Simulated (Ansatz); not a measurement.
# One shape, several levels: [NH3]+ (SMILES [NH3+])

Aim: a comparison of 6 runs (UPBE/3-21G, U-r2SCAN/6-31G*, UB3LYP/6-31G*, UCAM-B3LYP/6-31G*, UCCSDT(Q)/3-21G, UCCSD/6-31G*) of [NH3]+. 

The results are computed with Ansatz 0.2.0.

## Step 1: The molecule

[NH3]+: 4 atoms, total charge +1, spin state doublet. SMILES: `[NH3+]`. The H2–N1 distance was set to 2.569 Å, away from the relaxed value. At this shape a bond of the SMILES string is far longer than usual.

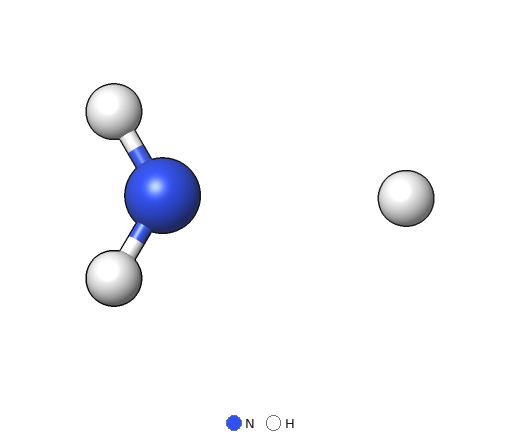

Viewed from a chosen angle; nitrogen blue, hydrogen white.

## Step 2: The energy at UPBE/3-21G (run 1)

Input file job.yaml:

```yaml
crystal:
  periodic: [false, false, false]
  atoms:
    - {symbol: N, position_ang: [-0.765677, 0.356064, -1.289737]}
    - {symbol: H, position_ang: [0.510700, -0.238750, 0.859300]}
    - {symbol: H, position_ang: [-1.761277, 0.117364, -1.379217]}
    - {symbol: H, position_ang: [-0.281197, 0.835964, -2.058567]}
basis:
  gaussian: {orbitals: 3-21G.json}
total_charge: 1
magnetization: {spin_polarized: true, initial_magnetization: 1}
hamiltonian: {xc: {name: PBE}}
accuracy: high
```

The basis set 3-21G is read from a file made from the Basis Set Exchange's data (not shown).

Command:

```console
$ ansatz run job.yaml --threads 1 --pin off --max-ram 2610MiB --events-out events.jsonl --progress --plain --runs-dir runs
```

Standard output:

```text
Warning: RAYON_NUM_THREADS=1 ignored (pool sized by the plan → 1); use --threads N
Functional definition: PBE
  name "PBE"
  parameter kappa = 0.804
  parameter beta = 0.06672455060314922
  exchange = pbe_x(kappa = kappa, mu = beta*pi^2/3)
  correlation = pbe_c(beta = beta)
284 factors; integrals over basis functions are off by at most 4.6e-9 eV
mean field evaluation 1: about -1500.7227 eV, gradient 5.2e1 eV
mean field evaluation 2: about -1465.3910 eV, gradient 7.3e1 eV
mean field evaluation 4: about -1493.7538 eV, gradient 3.7e1 eV
mean field evaluation 8: about -1509.4872 eV, gradient 2.0e1 eV
mean field evaluation 16: about -1513.7411 eV, gradient 1.1e-6 eV
mean field evaluation 32: about -1513.7411 eV, gradient 3.9e-5 eV
mean field -1513.74110510 eV, -55.6289595619 hartree, gradient 1.5e-8 eV, S^2 1.264328; 1 other end points of the search recorded, 0 dependent functions left out
reference -1513.74110697 eV, -55.6289596306 hartree; 5, 4 occupied and 10, 11 virtual orbitals, 284 factors
Total energy: -1513.74110697 eV, -55.6289596306 hartree
```

Wall time 1.1 s (1 thread of Arm Neoverse V1, shared host); peak memory 0.093 GiB.

## Step 3: The energy at U-r2SCAN/6-31G(d) (spherical functions) (run 2)

Input file molecule.yaml:

```yaml
crystal:
  periodic: [false, false, false]
  atoms:
    - symbol: N
      position_ang: [-0.765677, 0.356064, -1.289737]
    - symbol: H
      position_ang: [0.510700, -0.238750, 0.859300]
    - symbol: H
      position_ang: [-1.761277, 0.117364, -1.379217]
    - symbol: H
      position_ang: [-0.281197, 0.835964, -2.058567]
basis:
  gaussian:
    orbitals: 6-31G_st_-spherical.json
total_charge: 1
magnetization:
  spin_polarized: true
  initial_magnetization: 1
hamiltonian:
  xc: {name: r2SCAN}
accuracy: high
```

The basis set 6-31G* is read from a file made from the Basis Set Exchange's data (not shown).

Command:

```console
$ ansatz run molecule.yaml --threads 1 --pin off --max-ram 2610MiB --events-out events.jsonl --progress --plain --runs-dir runs
```

Standard output:

```text
Warning: RAYON_NUM_THREADS=1 ignored (pool sized by the plan → 1); use --threads N
Functional definition: r2SCAN
  name "r2SCAN"
  parameter k0 = 0.174
  parameter k1 = 0.065
  parameter a1 = 4.9479
  exchange = r2scan_x(k0 = k0, k1 = k1, a1 = a1)
  correlation = r2scan_c
391 factors; integrals over basis functions are off by at most 3.7e-9 eV
mean field evaluation 1: about -1509.8585 eV, gradient 4.9e1 eV
mean field evaluation 2: about -1478.0295 eV, gradient 7.0e1 eV
mean field evaluation 4: about -1519.1254 eV, gradient 2.1e1 eV
mean field evaluation 8: about -1522.8434 eV, gradient 3.0e0 eV
mean field evaluation 16: about -1522.8941 eV, gradient 2.7e-3 eV
mean field evaluation 32: about -1522.8939 eV, gradient 1.6e-1 eV
mean field evaluation 64: about -1520.1046 eV, gradient 8.5e0 eV
mean field -1522.89409388 eV, -55.9653256955 hartree, gradient 7.7e-8 eV, S^2 1.283885; 3 other end points of the search recorded, 0 dependent functions left out
reference -1522.89409473 eV, -55.9653257268 hartree; 5, 4 occupied and 15, 16 virtual orbitals, 391 factors
Total energy: -1522.89409473 eV, -55.9653257268 hartree
```

It took 4.8 s on 1 thread of Arm Neoverse V1, shared host; peak memory 0.14 GiB.

Runs 3 to 5 aren't shown in full; the table further down has their settings and results.

## Step 4: A single-point energy at UCCSD/6-31G(d) (spherical functions) (run 6)

Input file molecule.yaml:

```yaml
crystal:
  periodic: [false, false, false]
  atoms:
    - {symbol: N, position_ang: [-0.765677, 0.356064, -1.289737]}
    - {symbol: H, position_ang: [0.510700, -0.238750, 0.859300]}
    - {symbol: H, position_ang: [-1.761277, 0.117364, -1.379217]}
    - {symbol: H, position_ang: [-0.281197, 0.835964, -2.058567]}
basis:
  gaussian: {orbitals: 6-31G_st_-spherical.json}
total_charge: 1
magnetization: {spin_polarized: true, initial_magnetization: 1}
correlation: {method: ccsd, frozen_orbitals: {H: 0, "N": 1}}
accuracy: high
scf: {omitted_lower_state_checks: [cluster_reference, increment]}
```

The basis set 6-31G* is read from a file made from the Basis Set Exchange's data (not shown).

Command:

```console
$ ansatz run molecule.yaml --threads 1 --pin off --max-ram 2610MiB --events-out events.jsonl --progress --plain --runs-dir runs
```

Standard output, cut to the lines that bear on the results:

```text
Warning: RAYON_NUM_THREADS=1 ignored (pool sized by the plan → 1); use --threads N
Functional definition: HF
  name "HF"
[...]
391 factors; integrals over basis functions are off by at most 3.7e-9 eV
[...]
mean field -1515.68224667 eV, -55.7002951989 hartree, gradient 3.3e-8 eV, S^2 1.690990; 5 other end points of the search recorded, 0 dependent functions left out
1 core orbitals not correlated: weight in the atoms' cores, before any rotation towards them, 1.000 or more for the frozen orbitals, at most 0.000 for the correlated occupied ones
reference -1515.68224667 eV, -55.7002951989 hartree; 4, 3 occupied and 15, 16 virtual orbitals, 391 factors
second order -2.65447040 eV of doubles, -0.00000000 eV of singles
cycle   1  -3.03488609 eV  change   -3.8e-1 eV  update   5.0e-2
[...]
cycle  38  -3.30793725 eV  change   2.5e-10 eV  update  2.7e-10
Total energy: -1518.99018392 eV, -55.8218596507 hartree
Checks for a lower state left out: cluster_reference, increment
```

Wall time 0.34 s (1 thread of Arm Neoverse V1, shared host).

## Step 5: All runs side by side

```tsv
run	level	frozen core orbitals	energy (Eh)	⟨S²⟩	wall time
1	UPBE/3-21G	–	-55.628960	1.264	1.1 s
2	U-r2SCAN/6-31G* (spherical functions)	–	-55.965326	1.284	4.8 s
3	UB3LYP/6-31G* (spherical functions)	–	-55.996310	1.272	2 s
4	UCAM-B3LYP/6-31G* (spherical functions)	–	-55.958309	1.297	2.6 s
5	UCCSDT(Q)/3-21G	1	-55.488081	1.697	0.87 s
6	UCCSD/6-31G* (spherical functions)	1	-55.821860	1.691	0.34 s
```

## Step 6: Summary of results

```
                                         quantity         value
                              run 6: total energy  -55.82186 Eh
run 6: correlation energy (1 core orbital frozen)    -121.6 mEh
         run 6: ⟨S²⟩ of the reference determinant         1.691
                             run 6: T1 diagnostic         0.066
```

**Reading.** Totals of different functionals can't be ranked against each other. Spin contamination of the reference: run 5 ⟨S²⟩ = 1.70, run 6 ⟨S²⟩ = 1.69, run 4 ⟨S²⟩ = 1.30, run 2 ⟨S²⟩ = 1.28, run 3 ⟨S²⟩ = 1.27, run 1 ⟨S²⟩ = 1.26. Where it is this large, the reference is a mixture of spin states, and values that rest on it are in doubt. All runs together took 12 s, the longest 4.8 s.
